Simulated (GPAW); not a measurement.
## PtS2: optical spectrum from first principles

Aim: the dielectric function of PtS2, and the optical constants that follow from it.

Calculated with GPAW 26.7.0; DFT, PBE, plane-wave PAW (GPAW data sets), scalar-relativistic, RPA, optical limit.

**1. Set-up**

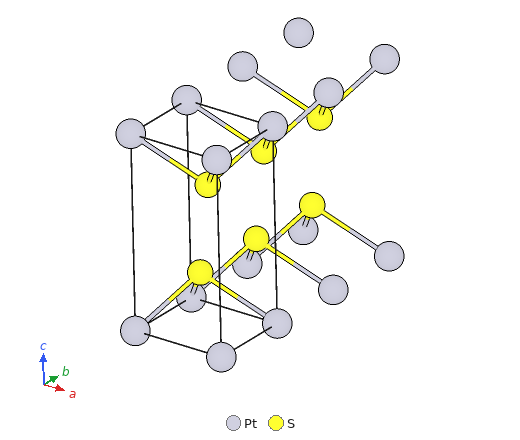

The starting structure, seen slightly off an axis (platinum light grey, sulfur yellow). 1×3×1 cells are drawn. Bonds to atoms that aren't drawn are left out. Some periodic images of atoms are drawn too.

As a file:

```xyz
3
Lattice="3.5432 0.0000 0.0000 -1.7716 3.0685 0.0000 0.0000 0.0000 5.0388" Properties=species:S:1:pos:R:3 pbc="T T T"
Pt    0.0000    0.0000    0.0000
S     1.7716    1.0228    3.8950
S     0.0000    2.0457    1.1438
```

**2. Bands for the response**

The response needs many more empty bands than the density does.

This step: DFT, PBE, plane-wave PAW (GPAW data sets), scalar-relativistic, bands at fixed density (GPAW 26.7.0).

nscf.py reads:

```python
from ase.dft.bandgap import bandgap
from gpaw import GPAW, FermiDirac

calc = GPAW('gs.gpw').fixed_density(kpts={'size': (15, 15, 9), 'gamma': True}, nbands=61, convergence={'bands': 55},
                                    occupations=FermiDirac(0.001), txt='nscf.txt')
print('gap (eV)', bandgap(calc, output=None)[0])
print('direct gap (eV)', bandgap(calc, direct=True, output=None)[0])
print('top band over the Fermi level (eV)', min(calc.get_eigenvalues(kpt=k)[54] for k in range(len(calc.get_ibz_k_points()))) - calc.get_fermi_level())
calc.write('full.gpw', mode='all')
```

The run is started by

```sh
$ OMP_NUM_THREADS=1 python nscf.py
```

Numbers of over 12 decimals in the logs are rounded to 6 here.

Output:

```text
Diagonalizing LCAO Hamiltonian
Converting LCAO to pw mode
convergence criteria:
- Maximum integral of absolute [eigenst]ate change: 4e-08 eV^2 / valence electron
maximum number of iterations: 150

SCF iterations
|iter     |      energy | eigst |  dens |
|iter:   1||             | +3.68 |       |
|iter:   2||             | +2.45 |       |
|iter:   3||             | +1.26 |       |
|iter:   4||             | -0.05 |       |
|iter:   5||             | -0.98 |       |
|iter:   6||             | -2.05 |       |
|iter:   7||             | -2.85 |       |
|iter:   8||             | -3.89 |       |
|iter:   9||             | -4.66 |       |
|iter:  10||             | -5.68 |       |
|iter:  11||             | -6.44 |       |
|iter:  12||             | -7.00 |       |
|iter:  13||             | -7.37 |       |
|iter:  14||             | -7.67c|       |
SCF steps: 14
  __  _  _
 | _ |_)|_||  |
 |__||  | ||/\| - 26.7.0

Versions:
  Python: 3.12.14
  ASE:    3.29.0
  Numpy:  2.5.5
  Scipy:  1.18.1
  Libxc:  7.0.0

Input parameters:
  mode=PW(ecut=500.0),
  convergence={'bands': 55},
  gpts=array([20, 20, 27]),
  kpts=MonkhorstPack(size=(15, 15, 9), gamma=True),
  maxiter=150,
  nbands=61,
  occupations=Occupations(name='fermi-dirac', width=0.001, fixmagmom=False),
  parallel={},
  xc=XC(name='PBE')

--- standard output ---
gap (eV) 0.780116
direct gap (eV) 0.954696
top band over the Fermi level (eV) 37.377261
```

Run time: 5.3 min. Hardware: 1 thread of Arm Neoverse V2, shared host; peak memory 0.51 GiB.

Numbers from this step:

```
gap on the k-mesh      : 0.7801 eV
direct gap on the mesh : 0.9547 eV
```

**3. Dielectric function, RPA**

Transitions between filled and empty bands, summed over the zone, give the optical response, so mesh, band count and broadening shape it.

The induced potential is part of this response.

This step: DFT, PBE, plane-wave PAW (GPAW data sets), scalar-relativistic, RPA, optical limit (GPAW 26.7.0).

df.py reads:

```python
from gpaw.response.df import DielectricFunction

df = DielectricFunction('full.gpw', frequencies={'type': 'nonlinear', 'domega0': 0.03, 'omega2': 8},
                        ecut=50,
                        eta=0.15,
                        nbands=55,
                        txt='df.txt')
for direction in ['x', 'z']:
    df.get_dielectric_function(xc='RPA', direction=direction, filename=f'df_{direction}.csv')
```

The run is started by

```sh
$ OMP_NUM_THREADS=1 python df.py
```

Output:

```text
Using integrator: PointIntegrator
NonLinearFrequencyDescriptor(from 0.000 to 96.040 eV, 537 points)
Nonperiodic BCs:  [False False False]
Using integrator: PointIntegrator
NonLinearFrequencyDescriptor(from 0.000 to 96.040 eV, 537 points)
Nonperiodic BCs:  [False False False]

Calculating chi0 body with:
    Ground state adapter containing:
    Number of spins: 1
    Number of kpoints: 2025
    Number of irreducible kpoints: 211
    Number of completely occupied states: 14
    Number of partially occupied states: 14

    Linear response parametrization:
    q_c: [0.0, 0.0, 0.0]
    Number of frequency points: 537
    Planewave cutoff: 50.0
    Number of bands: 55
    Number of planewaves: 41
    Broadening (eta): 0.15

Integrating chi0 body.

Symmetries of q_c:
    Direct symmetries (Uq -> q): 12
    Indirect symmetries (TUq -> q): 0
In total 12 allowed symmetries.

211 groups of equivalent kpoints. 89.580247% reduction.

Integral kind: spectral function

Calculating chi0 optical extensions with:
    Ground state adapter containing:
    Number of spins: 1
    Number of kpoints: 2025
    Number of irreducible kpoints: 211
    Number of completely occupied states: 14
    Number of partially occupied states: 14

    Linear response parametrization:
    Number of frequency points: 537
    Planewave cutoff: 50.0
    Number of bands: 55
    Number of planewaves: 41
    Broadening (eta): 0.15
Integrating chi0 head and wings.

Symmetries of q_c:
    Direct symmetries (Uq -> q): 12
    Indirect symmetries (TUq -> q): 0
In total 12 allowed symmetries.

211 groups of equivalent kpoints. 89.580247% reduction.

Integral kind: spectral function wings
```

The job ended after 44 s (1 thread; peak memory 0.29 GiB).

Read-outs, printed or worked out from the files:

| Quantity | Value |
| --- | --- |
| electronic dielectric constant ε∞, mean over x, y and z (by symmetry where fewer were run) | 14.22 |

Some rows of df_x.csv (energy; Re and Im without local fields; Re and Im with them):

```text
0.000000, 18.118185, 0.000000, 16.675657, 0.000000
0.429336, 18.693969, 0.442332, 17.192042, 0.396911
0.878195, 20.994678, 1.582851, 19.252975, 1.431115
1.347938, 25.440719, 6.934128, 23.111881, 6.222768
1.840057, 18.807493, 18.234850, 17.336089, 15.944089
2.356191, 11.228338, 20.361562, 11.105744, 18.228405
2.898142, 4.010935, 17.299696, 4.418127, 15.684957
3.467895, -0.532756, 15.041231, 0.662485, 14.206769
4.067647, -2.423514, 9.532029, -1.877612, 9.532193
4.699832, -1.556907, 5.768671, -1.399345, 5.761424
5.367152, 1.049064, 4.126271, 1.042911, 4.064095
6.072622, 1.787393, 4.533997, 1.630843, 4.464961
6.819608, 2.879232, 6.070016, 2.712921, 5.688410
7.611886, 1.378277, 7.002357, 1.366261, 6.840346
8.453705, -1.433265, 6.226075, -1.640943, 6.025568
9.349861, -1.702828, 3.184618, -1.963098, 2.946343
10.305790, 0.039263, 2.806047, -0.304655, 2.238345
11.327680, 0.221708, 3.221908, 0.112935, 2.536613
12.422601, -0.615159, 3.880603, -0.172864, 3.070420
13.598673, -1.336367, 2.639467, -0.883386, 2.272241
```

Sum at mesh points, not converged in k; values under the direct gap are tails of Lorentzian lines. The Im ε by photon energy; read off at these points:

```csv
photon energy (eV),E ∥ x,E ∥ z
0.00,0,0
0.50,0.485,0.419
1.00,2.06,2.97
1.50,10.0,6.88
1.63,13.9,7.76
2.00,16.1,5.81
2.50,18.3,4.93
3.00,15.2,5.87
3.50,14.0,5.56
4.00,10.0,2.69
4.50,6.77,1.83
5.00,4.46,1.22
5.50,4.23,1.50
6.00,4.67,3.31
6.50,4.79,3.50
6.87,5.81,3.67
7.00,6.23,3.57
7.50,6.50,3.05
7.85,7.20,3.12
8.00,7.11,2.95
8.50,5.92,2.82
9.00,4.12,3.14
9.50,2.66,3.29
10.00,2.21,2.94
10.50,2.35,3.26
11.00,2.46,3.01
11.50,2.61,3.16
12.00,2.90,3.53
12.50,3.12,3.15
13.00,2.77,2.93
13.50,2.30,2.55
```

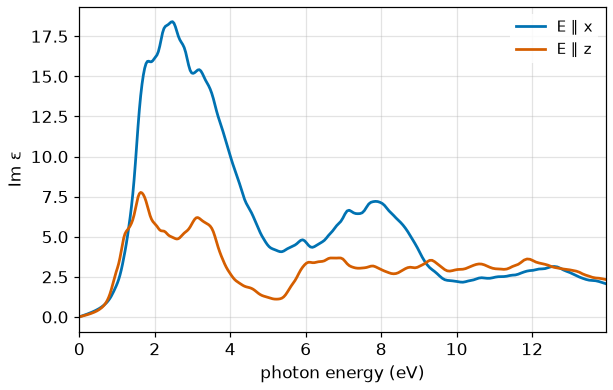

Im ε against photon energy.

The reflectivity at normal incidence has structure finer than the step of the table below, so its rows give means over 1 eV, whole bins alone (the curve runs from 0 to 14.0 eV). Peaks (eV: height): E ∥ x 3.6: 47.5, 9.1: 46.5; E ∥ z 1.6: 32.5, 3.5: 28.0, 6.9: 18.7, 9.3: 18.6, 13.3: 22.4.

Sum at mesh points, not converged in k. Reflectivity at normal incidence against photon energy; means over each step:

```csv
photon energy (eV),E ∥ x (%),E ∥ z (%)
1,41.0,30.0
2,46.5,27.5
3,46.4,26.1
4,45.8,17.5
5,31.7,9.39
6,23.2,17.3
7,28.1,17.5
8,36.9,15.3
9,44.4,16.8
10,31.2,16.2
11,22.0,17.2
12,23.3,20.4
13,31.1,21.8
```

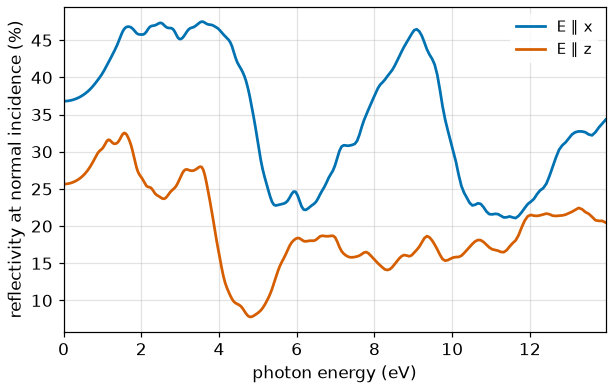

Reflectivity at normal incidence against photon energy.

The loss function −Im 1/ε at q → 0 has structure finer than the step of the table below, so its rows give means over 1 eV, whole bins alone (the curve runs from 0 to 14.0 eV). Peaks (eV: height): E ∥ x 5.3: 0.237, 10.2: 0.442; E ∥ z 4.1: 0.332.

Sum at mesh points, not converged in k; values under the direct gap are tails of Lorentzian lines. The loss function −Im 1/ε at q → 0 by energy loss; means over each step:

```csv
energy loss (eV),E ∥ x,E ∥ z
1,0.00609,0.0239
2,0.0310,0.0916
3,0.0590,0.122
4,0.0996,0.275
5,0.203,0.146
6,0.188,0.115
7,0.145,0.187
8,0.144,0.214
9,0.190,0.209
10,0.385,0.248
11,0.404,0.264
12,0.347,0.271
13,0.335,0.344
```

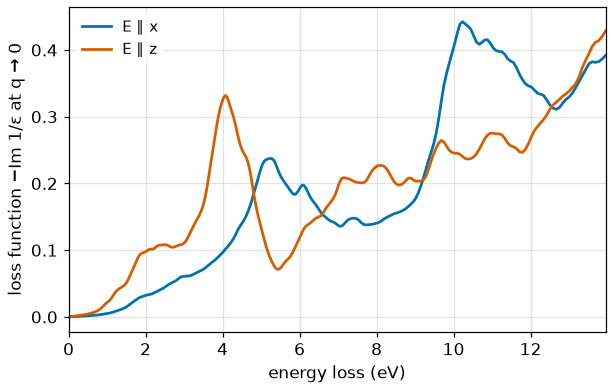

Loss function −Im 1/ε at q → 0, plotted against energy loss.

Sum at mesh points, not converged in k; values under the direct gap are tails of Lorentzian lines. Im ε, E ∥ x against photon energy; read off at these points:

```csv
photon energy (eV),without local fields,with local fields
0.0,0,0
1.0,2.28,2.06
2.0,18.5,16.1
2.4,20.4,18.3
2.5,20.3,18.3
3.0,16.9,15.2
4.0,10.1,10.0
5.0,4.50,4.46
6.0,4.72,4.67
7.0,6.62,6.23
7.8,7.30,7.19
8.0,7.19,7.11
9.0,4.33,4.12
10.0,2.60,2.21
11.0,3.12,2.46
12.0,3.75,2.90
13.0,3.19,2.77
```

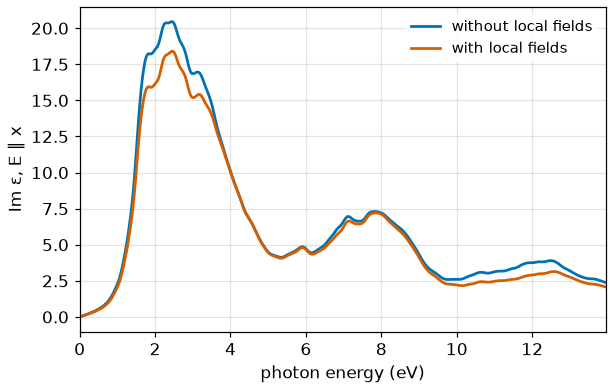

Im ε, E ∥ x against photon energy.

From ε follow the optical constants at some laser and lamp lines:

```csv
wavelength (nm),n x,k x,R (%) x,1/α x,n z,k z,R (%) z,1/α z
1550,4.33,0.129,39.1,957 nm,3.33,0.204,29.1,605 nm
1064,4.67,0.378,42.1,224 nm,3.41,0.702,31.6,120 nm
532,4.06,2.239,47.0,19 nm,2.41,1.074,24.6,39 nm
405,3.16,2.410,45.3,13 nm,2.37,1.285,27.1,25 nm
365,2.82,2.580,46.9,11 nm,2.03,1.425,27.6,20 nm
308,2.02,2.435,46.3,10 nm,1.39,0.934,15.6,26 nm
248,1.43,1.556,31.3,13 nm,1.70,0.358,8.3,55 nm
```

Below the direct gap, k and the depth come from the tails of the Lorentzian lines, not from transitions.

Rows near the edge hang on the gap, which this functional as a rule makes too small, and phonon-assisted absorption is left out.

**4. Outcome**

```json
{
 "electronic dielectric constant ε∞, mean over x, y and z (by symmetry where fewer were run) (RPA)": "14.2"
}
```

At this level (PBE, RPA) PtS2 has a mean ε∞ = 14.2 and n = 4.33 at 1550 nm (E ∥ x). On the mesh the gap is 0.78 eV and the least direct gap 0.95 eV, so on this mesh the band edges lie at different points. Local fields change the static value along x from 18.12 to 16.68 (-8 %). The static values by axis are 16.68 (x), 9.31 (z). Excitons and phonon-assisted transitions are missing; PBE gaps are as a rule too small, which pulls the onset down and ε∞ up. Spin-orbit coupling is left out although heavy atoms are present. In this version of GPAW the matrix elements of the optical limit are incomplete, which can lower ε − 1 by up to a tenth where first-row anions or d states rule, and shift it by more in d metals. The sum runs over mesh points 0.14 Å⁻¹ apart with no interpolation, so peaks are partly noise of the mesh; over so small a direct gap single mesh points weigh heavily, so ε∞, n and their changes from run to run can be far off.

[Machine, clock and banner lines and Python warnings are left out of the logs.]

[Logs are printed without paths, hosts, clocks, repeated set-up lines and the standing remarks that a program may print on its own settings, such as how far it seeks lower states.]

[Hosts, paths, dates, database ids (printed as entryN), source tags and the programs' standing remarks are cut or masked in the printed files.]
